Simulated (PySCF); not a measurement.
# Two runs on C$_{3}$H$_{10}$BPSi

System: C$_{3}$H$_{10}$BPSi, SMILES BP[SiH2]C(=C)C.
Method of the first run: GIAO WP04/pcSseg-1 NMR shielding, non-relativistic, gas phase (PySCF 2.14.0).

The geometry comes from this level: PBE0-D3(BJ)/def2-SVP. Text and figures count atoms from 1; the logs count them from 0 in places.

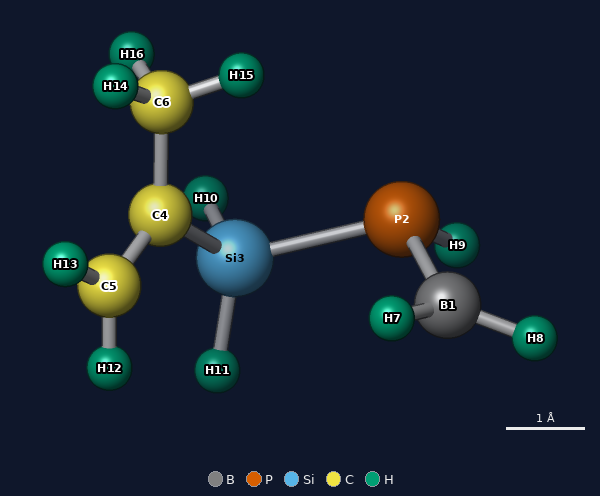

Figure 1. The structure (ball-and-stick view, seen at a tilt; atoms are numbered from 1 in the order of the input).

**Input, the first run**
```
{"job": {"kind": "nmr", "xc": "WP04", "basis": "pcSseg-1", "pop": false}, "charge": 0, "multiplicity": 1}
B      2.536872     0.263984     1.091976
P      1.772947     1.384087    -0.163468
Si     0.196494     0.214054    -1.265151
C     -1.182806    -0.100854    -0.034322
C     -1.478576    -1.366417     0.295938
C     -1.891969     1.081441     0.559286
H      1.805557    -0.438119     1.747888
H      3.715693     0.334779     1.338485
H      2.769965     1.703602    -1.121183
H     -0.254564     1.085313    -2.394478
H      0.701300    -1.077167    -1.820550
H     -0.947452    -2.220138    -0.136379
H     -2.270537    -1.598167     1.019079
H     -2.678144     0.771359     1.264517
H     -1.184761     1.736236     1.095090
H     -2.356932     1.702328    -0.224462
```

The first line tells a small driver script what to run in PySCF; the rest is the geometry in Å.

Hardware: 1 CPU thread, shared host.

**Output (the first run)**
```
coarse grid: 13792 points
cycle   1  E = -786.6133006095  dE =  1.120e-01  |g| = 5.700e-01  |ddm| = 3.594e+00
cycle   2  E = -786.5609752712  dE =  5.233e-02  |g| = 6.978e-01  |ddm| = 1.249e+00
cycle   3  E = -786.7005628699  dE = -1.396e-01  |g| = 9.239e-02  |ddm| = 7.947e-01
cycle   4  E = -786.7021330384  dE = -1.570e-03  |g| = 5.022e-02  |ddm| = 1.289e-01
cycle   5  E = -786.7027081897  dE = -5.752e-04  |g| = 1.782e-02  |ddm| = 4.881e-02
cycle   6  E = -786.7027866413  dE = -7.845e-05  |g| = 5.489e-03  |ddm| = 2.178e-02
cycle   7  E = -786.7027961807  dE = -9.539e-06  |g| = 1.008e-03  |ddm| = 7.375e-03
final grid: 122408 points
cycle   8  E = -786.7501698938  dE = -3.785e-05  |g| = 6.712e-03  |ddm| = 2.767e-02
cycle   9  E = -786.7501619450  dE =  7.949e-06  |g| = 8.547e-03  |ddm| = 1.369e-02
cycle  10  E = -786.7501817107  dE = -1.977e-05  |g| = 1.325e-03  |ddm| = 8.242e-03
cycle  11  E = -786.7501821108  dE = -4.001e-07  |g| = 4.203e-04  |ddm| = 1.215e-03
cycle  12  E = -786.7501821577  dE = -4.691e-08  |g| = 7.555e-05  |ddm| = 4.525e-04
cycle  13  E = -786.7501821591  dE = -1.467e-09  |g| = 3.117e-05  |ddm| = 1.331e-04
cycle  14  E = -786.7501821594  dE = -2.726e-10  |g| = 6.142e-06  |ddm| = 3.631e-05
converged SCF energy = -786.7501821594

GIAO shielding tensors (ppm)
atom      isotropic    diamagn.    paramagn.     s11        s22        s33       span
  0 B       15.106     198.124    -183.019    -86.620      0.128    131.810    218.430
  1 P      426.277     974.726    -548.449    307.531    437.498    533.802    226.271
  2 Si     375.363     884.754    -509.391    338.417    368.238    419.434     81.017
  3 C       25.082     265.318    -240.237    -88.379      3.712    159.912    248.291
  4 C       34.410     255.233    -220.823    -85.169     57.289    131.110    216.279
  5 C      146.338     247.518    -101.180    133.460    136.216    169.338     35.878
  6 H       24.535      32.544      -8.009     16.533     27.168     29.904     13.371
  7 H       24.229      29.236      -5.007     17.061     27.300     28.326     11.265
  8 H       28.772      30.557      -1.785     24.287     26.544     35.486     11.199
  9 H       27.531      30.560      -3.028     24.886     25.657     32.052      7.166
 10 H       27.419      31.969      -4.550     24.155     25.998     32.102      7.947
 11 H       25.885      32.972      -7.088     22.511     24.817     30.326      7.814
 12 H       25.769      30.909      -5.140     22.336     25.232     29.740      7.404
 13 H       29.692      29.216       0.476     26.313     28.225     34.538      8.225
 14 H       29.293      31.368      -2.076     24.927     29.823     33.127      8.200
 15 H       29.613      28.535       1.078     26.016     28.259     34.566      8.550
```

The input of the second run differs as follows (lines with − go, lines with + come):
```diff
-"xc": "WP04"
+"xc": "wB97X-D"
```

Predict how the results change.

The total energies belong to different methods, so their difference says nothing on which is more stable or more accurate. The HOMO goes from −8.21 to −8.99 eV. The LUMO goes from −3.36 to 0.17 eV. The dipole moment goes from 1.11 to 1.14 D. Of all shieldings, the largest change is that of P2, by +42.9 ppm. The functional changes from WP04 to wB97X-D. Exact exchange removes part of the self-interaction error of semilocal functionals, which pushes filled and empty levels apart. The SCF takes 13 iterations against 14.

**Output (the second run)**
```
coarse grid: 13792 points
cycle   1  E = -775.8379943548  dE =  3.296e-01  |g| = 2.631e-01  |ddm| = 3.421e+00
cycle   2  E = -775.8571977513  dE = -1.920e-02  |g| = 1.520e-01  |ddm| = 4.578e-01
cycle   3  E = -775.8632082035  dE = -6.010e-03  |g| = 3.351e-02  |ddm| = 1.796e-01
cycle   4  E = -775.8635903759  dE = -3.822e-04  |g| = 8.405e-03  |ddm| = 5.682e-02
cycle   5  E = -775.8636124116  dE = -2.204e-05  |g| = 4.024e-03  |ddm| = 1.511e-02
cycle   6  E = -775.8636169649  dE = -4.553e-06  |g| = 1.038e-03  |ddm| = 5.291e-03
final grid: 122408 points
cycle   7  E = -775.9042685900  dE = -1.952e-04  |g| = 4.867e-03  |ddm| = 3.608e-02
cycle   8  E = -775.9042742468  dE = -5.657e-06  |g| = 2.597e-03  |ddm| = 9.747e-03
cycle   9  E = -775.9042759869  dE = -1.740e-06  |g| = 6.259e-04  |ddm| = 3.157e-03
cycle  10  E = -775.9042761474  dE = -1.605e-07  |g| = 1.787e-04  |ddm| = 1.180e-03
cycle  11  E = -775.9042761627  dE = -1.532e-08  |g| = 6.025e-05  |ddm| = 3.678e-04
cycle  12  E = -775.9042761655  dE = -2.790e-09  |g| = 3.501e-05  |ddm| = 1.471e-04
cycle  13  E = -775.9042761663  dE = -7.851e-10  |g| = 1.225e-05  |ddm| = 7.401e-05
converged SCF energy = -775.9042761663

GIAO shielding tensors (ppm)
atom      isotropic    diamagn.    paramagn.     s11        s22        s33       span
  0 B       19.870     197.221    -177.352    -84.355     -0.187    144.150    228.505
  1 P      469.145     971.432    -502.288    323.042    486.707    597.685    274.643
  2 Si     396.216     881.919    -485.703    350.505    390.253    447.891     97.386
  3 C       37.210     264.698    -227.488    -80.432     17.014    175.047    255.479
  4 C       42.421     253.857    -211.436    -79.092     66.026    140.329    219.421
  5 C      159.440     245.883     -86.443    146.181    149.001    183.138     36.956
  6 H       23.464      30.947      -7.483     14.803     26.362     29.228     14.425
  7 H       23.129      28.790      -5.661     15.411     26.472     27.504     12.093
  8 H       28.048      30.236      -2.189     23.417     25.468     35.259     11.842
  9 H       26.720      29.679      -2.959     23.884     24.805     31.471      7.587
 10 H       26.692      30.726      -4.034     23.242     25.297     31.538      8.296
 11 H       25.390      32.088      -6.698     21.787     24.295     30.087      8.299
 12 H       25.208      30.593      -5.384     21.485     24.744     29.397      7.912
 13 H       29.421      29.162       0.259     25.716     27.813     34.732      9.016
 14 H       28.971      30.130      -1.159     24.243     29.494     33.176      8.933
 15 H       29.377      28.301       1.076     25.439     27.876     34.815      9.376
```

**The two runs side by side**

```csv
quantity,the first run,the second run
outcome,converged,converged
total energy (hartree),−786.750182,−775.904276
HOMO (eV),−8.21,−8.99
LUMO (eV),−3.36,0.17
dipole moment (D),1.11,1.14
shielding of B1 (ppm),15.1,19.9
shielding of P2 (ppm),426.3,469.1
shielding of Si3 (ppm),375.4,396.2
shielding of C4 (ppm),25.1,37.2
shielding of C5 (ppm),34.4,42.4
shielding of C6 (ppm),146.3,159.4
shielding of H8 (ppm),24.2,23.1
SCF iterations,14,13
basis functions,166,166
wall time (shared host),28 s,37 s
```
